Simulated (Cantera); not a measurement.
Input: 1 mol C₂F₆, a varied amount of H₂, held at 2798 K and 0.0400 bar.

Cantera equilibrium calculation (NASA polynomials, part measured and part estimated; ideal gas, pure solids and liquids). Candidate condensed phases: C, C₆H₆, C₇H₈, C₈H₁₈; 95 gas species. The feed counts by its element totals alone. Gases not in the tables: C₂F₆ and larger saturated fluorocarbons. The numbers say what is thermodynamically allowed, not how fast it happens.

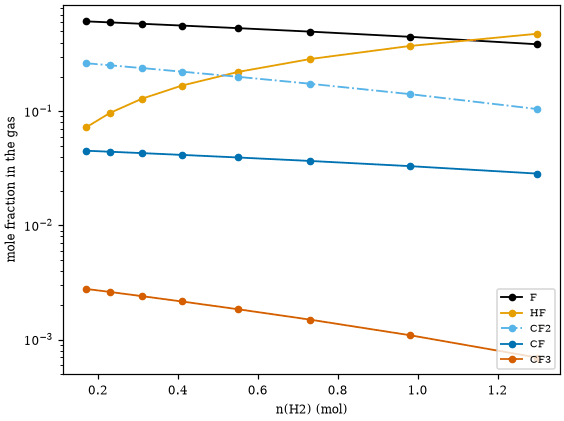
Figure. Equilibrium gas composition (values under 1e-9 drawn at 1e-9)

From 0.17 mol H₂ to 1.3 mol H₂ the condensed part is C(graphite). The main C-bearing gas is CF₂ throughout. The share of C in condensed phases is highest at 1.3 mol H₂ (62.9 %) and lowest at 0.17 mol H₂ (25.5 %).
